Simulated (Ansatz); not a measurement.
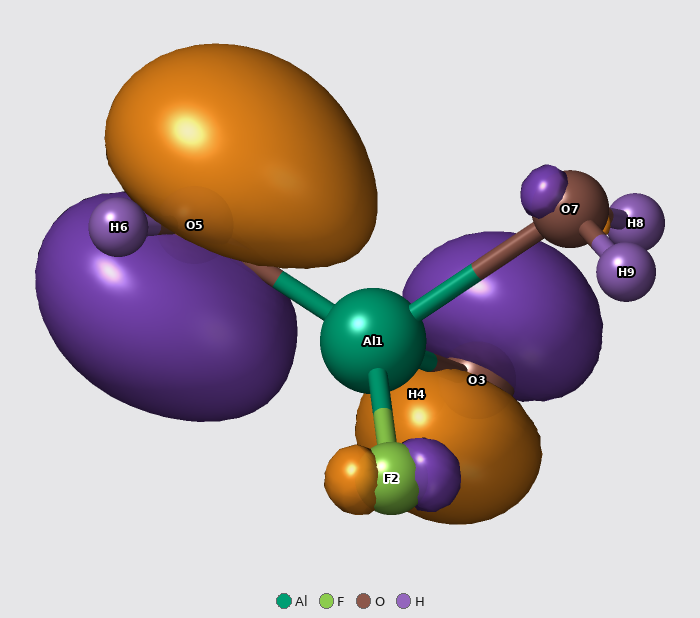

Figure. AlFH₄O₃. The HOMO at ±0.1 Å⁻³ᐟ² (orange and purple are the two phases), seen from one side.

All numbers below come from Ansatz 0.2.0, RKS B3LYP-D4/6-31G*.

Input file:

```
crystal:
  periodic: [false, false, false]
  atoms:
    - { symbol: Al, position_ang: [0.028251, 0.493327, -0.256835] }
    - { symbol: F, position_ang: [-0.246078, -0.190499, 2.525181] }
    - { symbol: O, position_ang: [1.550731, -0.115767, -0.733213] }
    - { symbol: H, position_ang: [1.630955, -0.90914, -1.275423] }
    - { symbol: O, position_ang: [-1.513241, -0.050463, -0.728816] }
    - { symbol: H, position_ang: [-1.739339, -0.982805, -0.833721] }
    - { symbol: O, position_ang: [0.073042, 1.981888, 0.674294] }
    - { symbol: H, position_ang: [0.945124, 2.398809, 0.700068] }
    - { symbol: H, position_ang: [-0.297746, 0.74085, 2.453365] }
basis:
  gaussian: { orbitals: "6-31G*" }
hamiltonian:
  xc: b3lyp
  dispersion: d4
relax:
  f_tol: 0.03
  max_steps: 50
output:
  orbitals: {}
```

Launched as:

```sh
ansatz run input.yaml --threads 2 --pin off --max-ram 3072MiB --backend cpu --events-out ev --progress --plain --runs-dir out
```

The fields are those of the relaxed geometry.

> Describe this orbital and give its energy.

By Hirshfeld shares it lies mainly on O5 (about 65 %) and O3 (about 20 %). Its energy is −7.81 eV.
